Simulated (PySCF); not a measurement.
# SnH4 (SMILES [SnH4]) at 6 levels

Aim: a comparison of 6 runs (B2PLYP/STO-6G, B3LYP/STO-6G, PBE/STO-6G, wB97X-V/STO-6G, BCCD(T)/STO-6G, NEVPT2(2,2)/STO-6G) of SnH4. 

The results are computed with PySCF 2.14.0.

3 further runs of the same task are left out: 3 set aside as unsound or not needed.

## (1) The structure to begin with

SnH4: 5 atoms, total charge 0, spin state singlet. SMILES: `[SnH4]`. Geometry: relaxed at PBE0-D4/def2-TZVP.

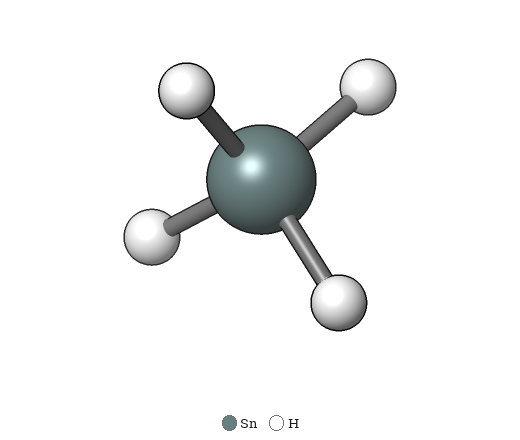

The structure, seen from a chosen angle (tin teal, hydrogen white).

## (2) A single-point energy at B2PLYP/STO-6G (run 1)

File job.py:

```python
from pyscf import gto, dft, mp

mol = gto.M(
    atom=[
    ('Sn', (0.000030, 0.000010, 0.000040)),
    ('H', (0.823920, -0.853480, 1.222940)),
    ('H', (-1.563610, 0.403420, 0.543140)),
    ('H', (-0.116810, -0.974610, -1.392490)),
    ('H', (0.856470, 1.424640, -0.373640)),
],
    spin=0,
    max_memory=1860,
    verbose=3,
    basis='sto-6g',
)

mf = dft.RKS(mol, xc='0.53*HF + 0.47*B88, 0.73*LYP')
mf.conv_tol = 1e-10
mf.grids.level = 5
mf.kernel()
if not mf.converged:
    mf = mf.newton().run(mf.mo_coeff, mf.mo_occ)

pt = mp.MP2(mf, frozen=18).run()
etot = mf.e_tot + 0.27 * pt.e_corr
print('PT2 part  %.8f' % (0.27 * pt.e_corr))
print(f'total energy: {etot:.8f} hartree')
```

The run is started by

```bash
$ OMP_NUM_THREADS=1 python job.py
```

Log:

```text
converged SCF energy = -5998.35210242283
E(RMP2) = -5998.40720211325  E_corr = -0.0550996904266003
E(SCS-RMP2) = -5998.41750795352  E_corr = -0.0654055306951063
PT2 part  -0.01487692
total energy: -5998.36697934 hartree
```

It took 2.4 s on 1 thread of AMD EPYC 9R45 (Zen 5), shared host; peak memory 0.25 GiB.

## (3) The energy at B3LYP/STO-6G (run 2)

File job.py:

```python
from pyscf import gto, dft

mol = gto.M(
    atom='''
Sn     0.000030     0.000010     0.000040
H      0.823920    -0.853480     1.222940
H     -1.563610     0.403420     0.543140
H     -0.116810    -0.974610    -1.392490
H      0.856470     1.424640    -0.373640
''',
    verbose=4,
    charge=0,
    max_memory=1860,
    basis='sto-6g',
)

myscf = dft.RKS(mol)
myscf.xc = 'b3lyp'
myscf.conv_tol = 1e-10
myscf.grids.level = 5
myscf.kernel()
if not myscf.converged:
    myscf = myscf.newton().run(myscf.mo_coeff, myscf.mo_occ)

energy = myscf.e_tot
print('Final energy', energy)
```

The run is started by

```bash
$ OMP_NUM_THREADS=1 python job.py
```

Log:

```text
PySCF version 2.14.0

[... 65 lines left out ...]
converged SCF energy = -5998.91578950554
Final energy -5998.915789505543
```

Run time: 2.7 s. Hardware: 1 thread of AMD EPYC 9R45 (Zen 5), shared host; peak memory 0.25 GiB.

Run 3 isn't shown in full; the table further down has it.

## (4) The energy at wB97X-V/STO-6G (run 4)

File input.py:

```python
from pyscf import gto, dft

mol = gto.M(
    atom='''
Sn     0.000057     0.000019     0.000076
H      1.556983    -1.612843     2.311022
H     -2.954795     0.762353     1.026386
H     -0.220739    -1.841746    -2.631425
H      1.618494     2.692179    -0.706077
''',
    verbose=3,
    spin=0,
    unit='bohr',
    basis='sto-6g',
    max_memory=1860,
)

mf = dft.RKS(mol, xc='wb97x-v')
mf.grids.level = 5
mf.conv_tol = 1e-10
mf.nlcgrids.level = 1
mf.kernel()
if not mf.converged:
    mf = mf.newton().run(mf.mo_coeff, mf.mo_occ)

energy = mf.e_tot
print('E(%s) = %.9f' % ('WB97X-V', energy))
```

The run is started by

```bash
$ OMP_NUM_THREADS=1 python input.py
```

Log:

```text
converged SCF energy = -5998.62127780559
E(WB97X-V) = -5998.621277806
```

Run time: 15 s. Hardware: 1 thread of AMD EPYC 9R45 (Zen 5), shared host; peak memory 0.25 GiB.

Run 5 isn't shown in full; the table further down has it.

## (5) The energy at NEVPT2(2,2)/STO-6G (run 6)

File job.py:

```python
import numpy
from pyscf import gto, scf, mp, mcscf, mrpt

mol = gto.M(
    atom='''
Sn     0.000030     0.000010     0.000040
H      0.823920    -0.853480     1.222940
H     -1.563610     0.403420     0.543140
H     -0.116810    -0.974610    -1.392490
H      0.856470     1.424640    -0.373640
''',
    max_memory=1860,
    basis='sto-6g',
    verbose=4,
    spin=0,
)

calc0 = mol.RHF()
calc0.conv_tol = 1e-10
calc0.kernel()
if not calc0.converged:
    calc0 = calc0.newton().run(calc0.mo_coeff, calc0.mo_occ)

pt = mp.MP2(scf.addons.convert_to_uhf(calc0)).run()
noons, natorbs = mcscf.addons.make_natural_orbitals(pt)
print('natural occupations', numpy.round(noons[:40], 4))
cas = mcscf.CASSCF(calc0, 2, 2)
cas.fix_spin_(ss=0.0)
cas.natorb = True
cas.kernel(natorbs)
e_pt2 = mrpt.NEVPT(cas).kernel()
e_final = cas.e_tot + e_pt2
print('E(%s) = %.9f' % ('NEVPT2', e_final))
```

The run is started by

```bash
$ OMP_NUM_THREADS=1 python job.py
```

Log:

```text
PySCF version 2.14.0

[... 51 lines left out ...]
converged SCF energy = -5996.66905824011
[... 34 lines left out ...]
sorting_mo_energy = False
[... 20 lines left out ...]
1-step CASSCF converged in   3 macro ( 24 JK   5 micro) steps
[... 2 lines left out ...]
Natural orbital (expansion on meta-Lowdin AOs) in CAS space
[... 8 lines left out ...]
CASSCF energy = -5996.67109218688
[... 2 lines left out ...]
******** <class 'pyscf.mrpt.nevpt2.NEVPT'> ********
NEVPT2 (1e+1e, 2o), ncore = 26, nvir = 3
root = 0
Natural occ [1.99664539 0.00335461]
Natural orbital (expansion on meta-Lowdin AOs) in CAS space
               #1        #2
0 Sn 1s         -0.00000   0.00053
0 Sn 2s          0.00000  -0.00435
0 Sn 3s          0.00000  -0.01251
[... 27 lines of this table left out ...]
4 H 1s          -0.39049  -0.35994
<CAS-nat-orb|mo-hf>  27     27       0.97870603
<CAS-nat-orb|mo-hf>  28     31       0.99999666
Sr    (-1)',   E = -0.00000000001779
Si    (+1)',   E = -0.00000000025861
Sijrs (0)  ,   E = -0.01244698857977
Sijr  (+1) ,   E = -0.00874621924870
Srsi  (-1) ,   E = -0.00589072385264
Srs   (-2) ,   E = -0.00216459640673
Sij   (+2) ,   E = -0.00265362021132
Sir   (0)' ,   E = -0.01117190283016
Nevpt2 Energy = -0.043074051405711
E(NEVPT2) = -5996.714166238
```

Run time: 1.3 s. Hardware: 1 thread of AMD EPYC 9R45 (Zen 5), shared host; peak memory 0.13 GiB.

## (6) The series

```
run               level  frozen core orbitals  nlc grid   energy (Eh)  dipole moment (D) of the reference  HOMO energy (eV)  LUMO energy (eV)  wall time
  1       B2PLYP/STO-6G                    18         –  -5998.366979                                0.00             -8.44              9.47      2.4 s
  2        B3LYP/STO-6G                     –         –  -5998.915790                                0.00             -7.03              7.38      2.7 s
  3          PBE/STO-6G                     –         –  -5998.310510                                0.00             -5.83              6.45      2.5 s
  4      wB97X-V/STO-6G                     –         1  -5998.621278                                0.00             -9.66             10.20       15 s
  5      BCCD(T)/STO-6G                    18         –  -5996.735330                                   –                 –                 –      1.3 s
  6  NEVPT2(2,2)/STO-6G                     –         –  -5996.714166                                0.00            -10.39             12.51      1.3 s
```

## (7) Outcome

| quantity | value |
| --- | --- |
| run 6: total energy | -5996.71417 Eh |
| run 6: dipole moment (Hartree–Fock density) | 0.00 D |
| run 6: HOMO energy (Hartree–Fock orbitals) | -10.39 eV |
| run 6: LUMO energy (Hartree–Fock orbitals) | 12.51 eV |
| run 6: HOMO–LUMO gap (Hartree–Fock orbitals) | 22.90 eV |

**Reading.** Over runs 1, 2, 3, 4 the HOMO–LUMO gap runs from 12.29 eV (PBE/STO-6G) to 19.87 eV (wB97X-V/STO-6G). Totals of different functionals can't be ranked against each other. In runs 1, 2, 3, 4, 5, 6 the basis is minimal, so the values are rough. In runs 1, 2, 3, 4, 5, 6 relativity is left out where basis or elements ask for it. All runs together took 25 s, the longest 15 s.
